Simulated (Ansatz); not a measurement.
**What a change does: single-point calculation on CH2F2**

System: CH2F2.
Method of run 1: RHF-CCSD(T), frozen core/def2-TZVPPD (Ansatz 0.2.0).

The input adds 4 ghost centres (basis functions without nuclei or electrons, not drawn) at the places of a partner molecule, so the energy is that in the basis of the pair. The geometry comes from this level: PBE0-D4/def2-TZVP. Text and figures count atoms from 1; the logs count them from 0 in places.

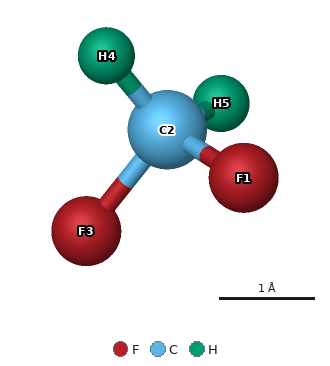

The structure as given in the input (ball-and-stick view, seen at a tilt; atoms are numbered from 1 in the order of the input).

**The input, run 1**
```yaml
crystal:
  periodic: [false, false, false]
  atoms:
    - {symbol: F, position_ang: [-0.918841, -0.754983, 0.963180]}
    - {symbol: C, position_ang: [0.057378, -0.029947, 1.523231]}
    - {symbol: F, position_ang: [0.717023, 0.605476, 0.442117]}
    - {symbol: H, position_ang: [-0.352886, 0.763489, 2.145223]}
    - {symbol: H, position_ang: [0.792634, -0.672458, 2.004523]}
basis:
  gaussian:
    orbitals: "def2-TZVPPD.json"
    ghost_atoms:
      - {symbol: O, position_ang: [0.056057, -0.121822, -1.826987]}
      - {symbol: H, position_ang: [0.316201, 0.194949, -0.881766]}
      - {symbol: H, position_ang: [0.152370, 0.559392, -2.514241]}
      - {symbol: H, position_ang: [-0.820037, -0.544096, -1.855281]}
correlation: {method: ccsd_t}
```

Launched with:
```bash
ansatz run in.yaml --threads 4 --pin off --events-out ev --progress --plain --max-ram 9574MiB
```

Hardware: 4 threads of Arm Neoverse V2, 23 GiB of memory available, shared host.

**Output (run 1)**
```
Functional definition: HF
  exchange = exact_x
  correlation = 0
1455 factors; integrals over basis functions are off by at most 1.1e-3 eV
mean field evaluation 1: about -6474.7528 eV, gradient 3.1e1 eV
mean field evaluation 2: about -6474.7537 eV, gradient 3.1e1 eV
mean field evaluation 4: about -6476.4381 eV, gradient 2.5e0 eV
mean field evaluation 8: about -6476.4587 eV, gradient 1.7e-4 eV
mean field evaluation 16: about -6476.4577 eV, gradient 5.5e-1 eV
mean field -6476.45874067 eV, -238.0054688184 hartree, gradient 1.9e-6 eV, S^2 0.000000; 0 other end points of the search recorded, 0 dependent functions left out
3 core orbitals not correlated: weight in the atoms' cores, before any rotation towards them, 1.000 or more for the frozen orbitals, at most 0.000 for the correlated occupied ones
reference -6476.45874067 eV, -238.0054688184 hartree; 10, 10 occupied and 229, 229 virtual orbitals, 1455 factors
second order -18.41756936 eV of doubles, -0.00000000 eV of singles
cycle   1  -18.25782399 eV  change    1.6e-1 eV  update   8.7e-2
cycle   2  -18.64081064 eV  change   -3.8e-1 eV  update   2.5e-2
cycle   3  -18.73298491 eV  change   -9.2e-2 eV  update   1.2e-2
cycle   4  -18.72084911 eV  change    1.2e-2 eV  update   2.4e-3
cycle   5  -18.71952886 eV  change    1.3e-3 eV  update   1.2e-3
cycle   6  -18.72060401 eV  change   -1.1e-3 eV  update   3.8e-4
cycle   7  -18.72051341 eV  change    9.1e-5 eV  update   1.4e-4
cycle   8  -18.72042492 eV  change    8.8e-5 eV  update   4.6e-5
cycle   9  -18.72043051 eV  change   -5.6e-6 eV  update   1.6e-5
perturbative correction -0.58812847 eV, -0.0216133225 hartree
Total energy: -6495.76729965 eV, -238.7150452731 hartree
```

The input of run 2 differs as follows (lines with − go, lines with + come):
```diff
-    - {symbol: F, position_ang: [-0.918841, -0.754983, 0.963180]}
-    - {symbol: C, position_ang: [0.057378, -0.029947, 1.523231]}
-    - {symbol: F, position_ang: [0.717023, 0.605476, 0.442117]}
-    - {symbol: H, position_ang: [-0.352886, 0.763489, 2.145223]}
-    - {symbol: H, position_ang: [0.792634, -0.672458, 2.004523]}
+    - {symbol: F, position_ang: [-0.924856, -0.753182, 0.819030]}
+    - {symbol: C, position_ang: [0.051363, -0.028146, 1.379082]}
+    - {symbol: F, position_ang: [0.711008, 0.607276, 0.297968]}
+    - {symbol: H, position_ang: [-0.358901, 0.765289, 2.001073]}
+    - {symbol: H, position_ang: [0.786619, -0.670657, 1.860373]}
```

What does this change do to the results?

With the same method and basis, run 2 lies 0.28 kcal/mol lower.

**Output (run 2)**
```
Functional definition: HF
  exchange = exact_x
  correlation = 0
1456 factors; integrals over basis functions are off by at most 9.3e-4 eV
mean field evaluation 1: about -6474.7531 eV, gradient 3.1e1 eV
mean field evaluation 2: about -6474.7540 eV, gradient 3.1e1 eV
mean field evaluation 4: about -6476.4385 eV, gradient 2.5e0 eV
mean field evaluation 8: about -6476.4590 eV, gradient 1.7e-4 eV
mean field evaluation 16: about -6476.4579 eV, gradient 5.5e-1 eV
mean field -6476.45902851 eV, -238.0054793962 hartree, gradient 1.9e-6 eV, S^2 0.000000; 0 other end points of the search recorded, 0 dependent functions left out
3 core orbitals not correlated: weight in the atoms' cores, before any rotation towards them, 1.000 or more for the frozen orbitals, at most 0.000 for the correlated occupied ones
reference -6476.45902851 eV, -238.0054793962 hartree; 10, 10 occupied and 229, 229 virtual orbitals, 1456 factors
second order -18.42917205 eV of doubles, -0.00000000 eV of singles
cycle   1  -18.26840738 eV  change    1.6e-1 eV  update   8.7e-2
cycle   2  -18.65155012 eV  change   -3.8e-1 eV  update   2.5e-2
cycle   3  -18.74375156 eV  change   -9.2e-2 eV  update   1.2e-2
cycle   4  -18.73160385 eV  change    1.2e-2 eV  update   2.4e-3
cycle   5  -18.73027827 eV  change    1.3e-3 eV  update   1.2e-3
cycle   6  -18.73135530 eV  change   -1.1e-3 eV  update   3.8e-4
cycle   7  -18.73126578 eV  change    9.0e-5 eV  update   1.4e-4
cycle   8  -18.73117683 eV  change    8.9e-5 eV  update   4.6e-5
cycle   9  -18.73118225 eV  change   -5.4e-6 eV  update   1.6e-5
perturbative correction -0.58909218 eV, -0.0216487383 hartree
Total energy: -6495.77930294 eV, -238.7154863857 hartree
```

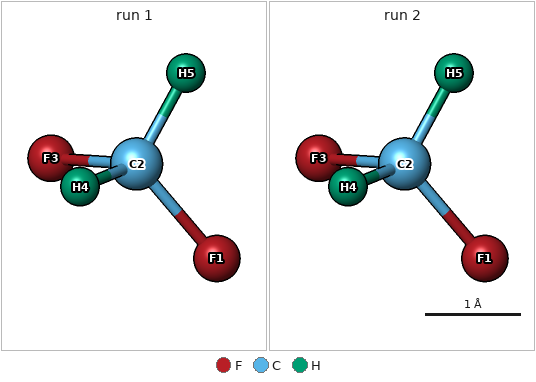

The two input geometries at one scale (ball-and-stick view, seen at a tilt). The atoms keep their places after the best rigid fit (all moves are under 0.005 Å).

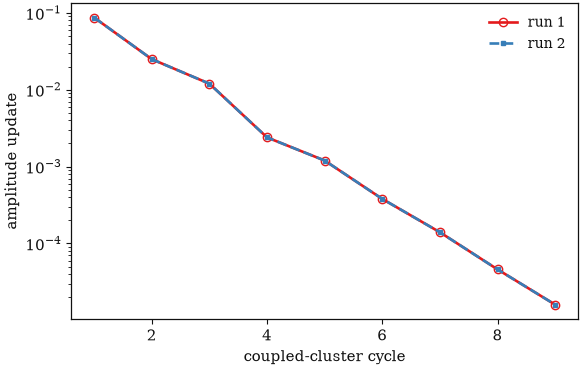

Convergence of the two runs: amplitude update against the coupled-cluster cycle. Run 1 takes 9 cycles in all, and run 2 takes 9.

**The two runs side by side**

| quantity | run 1 | run 2 |
| --- | --- | --- |
| outcome | converged | converged |
| total energy (hartree) | −238.715045 | −238.715486 |
| wall time (shared host) | 61 s | 61 s |
